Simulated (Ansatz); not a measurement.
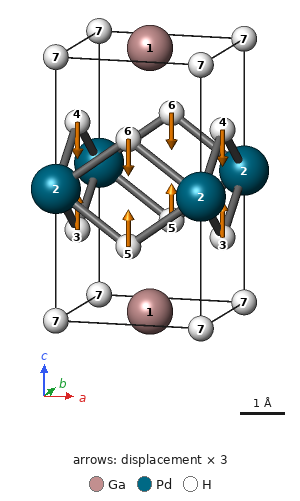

A relaxation of a crystal of GaH5Pd (built on the MgPPd5-123 type type). The starting structure is drawn; orange arrows show the displacements (the part carried along by the change of the cell is left out), magnified 3 times.

Style: ball-and-stick. Shown: the cell of the calculation, slightly off an axis.

The calculation used DFT, PBEsol, plane waves, PAW in Ansatz 0.2.0. (plane-wave cutoff 420 eV; k-point mesh 6 × 6 × 4; occupations fermi dirac; smearing width 0.03 eV; no spin polarisation; cell and atoms relaxed; force threshold 0.01 eV/Å; at most 120 steps)

**What did the optimiser do to the structure, and how much energy did it gain?**

The energy falls by 493 meV per atom in 8 accepted moves (10 points after the start). The largest force component goes from 1.2 to under 0.0001 eV/Å. Pressure: −19.54 GPa at the start and 0.00 GPa at the end. At 2 points the geometry stayed and the basis and grid were re-selected for the new cell (energy shift of 1.2 meV per atom at most each time). The largest moves relative to the cell, 0.29 Å, are those of H3, H4, H5 and H6. H3 goes along +c. Pd and Ga stay in place. The volume changes by −27.6 %, with a = b 3.517 → 2.938 Å (−16.5 %), c 6.226 → 6.457 Å (+3.7 %). Among the contacts that change: Ga1–H7 2.487 → 2.078 Å, Pd2–H3 2.168 → 1.789 Å. The space group stays P4/mmm (No. 123). The run took 9.9 s on 4 threads of Arm Neoverse V1, on a shared host, peak memory 0.41 GiB.
